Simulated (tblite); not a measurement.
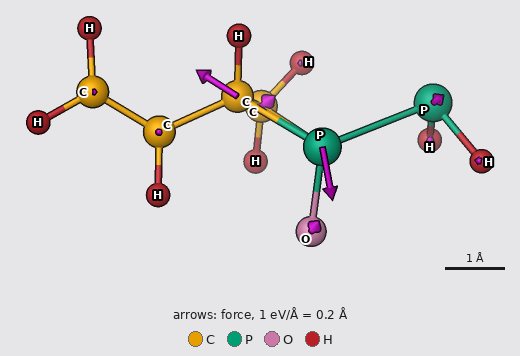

Starting geometry of C4H8OP2 with the computed forces as purple arrows. The picture is a ball-and-stick view, seen at a tilt.

Method: tblite, GFN2-xTB geometry optimisation, gas phase. 

What follows when this structure is relaxed?

It isn't relaxed: the largest force vector, on a P atom, is 4.75 eV/Å. The final displacements have little in common with the starting forces (cosine between the two patterns 0.14). Over 111 geometry steps the energy falls by 34.0 kcal/mol. An H atom moves most after the best rigid fit: 1.26 Å. Largest moves by element: H 1.26 Å, P 0.86 Å, C 0.51 Å, O 0.20 Å. Near-neighbour distances that change, for instance: C–P 2.235 → 1.810 Å, C–P 1.738 → 1.836 Å, C–C 1.468 → 1.560 Å, O–P 1.517 → 1.474 Å. Among the angles between lasting bonds that change: C–P–O 89.3° → 121.2°, C–C–P 88.0° → 63.8°, C–P–P 90.7° → 112.7°. Cost: 0.61 s on 1 thread of Intel(R) Xeon(R) 6975P-C, on a shared host.
